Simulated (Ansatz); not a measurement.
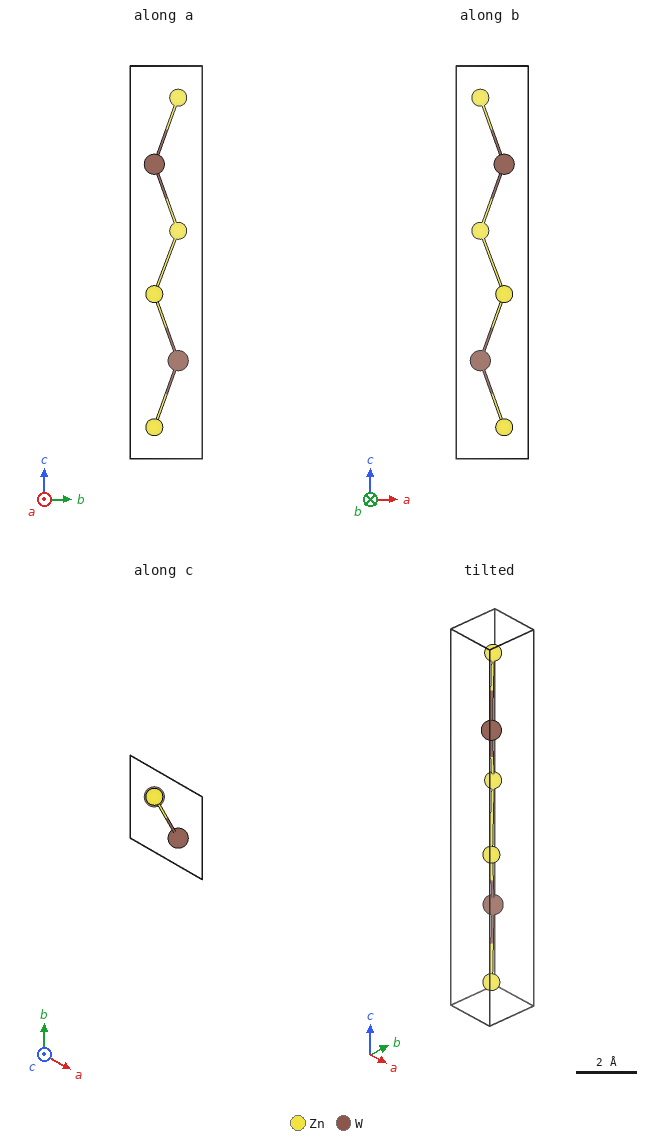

The figure gives a ball-and-stick picture of the atoms, viewed along the a axis, along the b axis, along the c axis and slightly off an axis. Atoms at the boundary of the conventional unit cell (the box) are drawn once for each face, edge or corner they touch.

Lattice parameters: a = 2.7851 Å, b = 2.7851 Å, c = 13.2300 Å, α = 90.000°, β = 90.000°, γ = 120.000°.

Q: Give the structure in the form of a CIF in P1 with every atom of the cell, with free fractional coordinates to two decimals.

A:
```cif
data_structure
_symmetry_space_group_name_H-M 'P 1'
_symmetry_Int_Tables_number 1
_cell_length_a 2.7851
_cell_length_b 2.7851
_cell_length_c 13.2300
_cell_angle_alpha 90.000
_cell_angle_beta 90.000
_cell_angle_gamma 120.000
_cell_volume 88.87
loop_
_atom_site_label
_atom_site_type_symbol
_atom_site_fract_x
_atom_site_fract_y
_atom_site_fract_z
_atom_site_occupancy
Zn1 Zn 0.3333 0.6667 0.58 1
Zn2 Zn 0.6667 0.3333 0.08 1
Zn3 Zn 0.3333 0.6667 0.92 1
Zn4 Zn 0.6667 0.3333 0.42 1
W1 W 0.3333 0.6667 0.25 1
W2 W 0.6667 0.3333 0.75 1
```

The cell started as a structure type filled with these elements by a generator (whether the compound takes this form wasn't checked). The picture shows the end point of a geometry optimisation with Ansatz 0.2.0, DFT r2SCAN, scalar-relativistic, plane waves, PAW.
